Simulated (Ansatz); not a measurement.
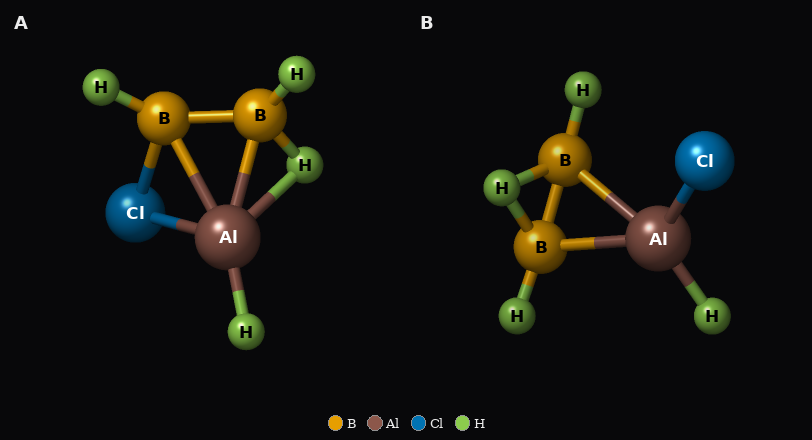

2 stationary structures of one formula. Geometries: PBE0-D4/def2-TZVP. Electronic energies: r2SCAN-D4/def2-TZVPP (Ansatz 0.2.0), without zero-point energy. No frequency run is at hand to confirm each as a minimum. Each is one conformer, not always the lowest.

> Rank them by energy, lowest first.

B is lowest (C1); A lies 19.3 kJ/mol above it (C1).

Give E(B) − E(A) in kJ/mol at these levels too: r2SCAN-D4/def2-TZVPP; PBE0-D4/def2-TZVPP; ωB97M-V/def2-TZVPP; RHF-CCSD(T) (frozen core)/def2-TZVPP; B3LYP-D4/def2-TZVPP; PBE0-D4/def2-TZVP; PBE-D4/def2-TZVPP.

```json
{"level": "r2SCAN-D4/def2-TZVPP", "E(B) − E(A) (kJ/mol)": "−19.3"}
{"level": "PBE0-D4/def2-TZVPP", "E(B) − E(A) (kJ/mol)": "−16.4"}
{"level": "ωB97M-V/def2-TZVPP", "E(B) − E(A) (kJ/mol)": "−25.8"}
{"level": "RHF-CCSD(T) (frozen core)/def2-TZVPP", "E(B) − E(A) (kJ/mol)": "−24.3"}
{"level": "B3LYP-D4/def2-TZVPP", "E(B) − E(A) (kJ/mol)": "−25.4"}
{"level": "PBE0-D4/def2-TZVP", "E(B) − E(A) (kJ/mol)": "−16.2"}
{"level": "PBE-D4/def2-TZVPP", "E(B) − E(A) (kJ/mol)": "−12.3"}
```
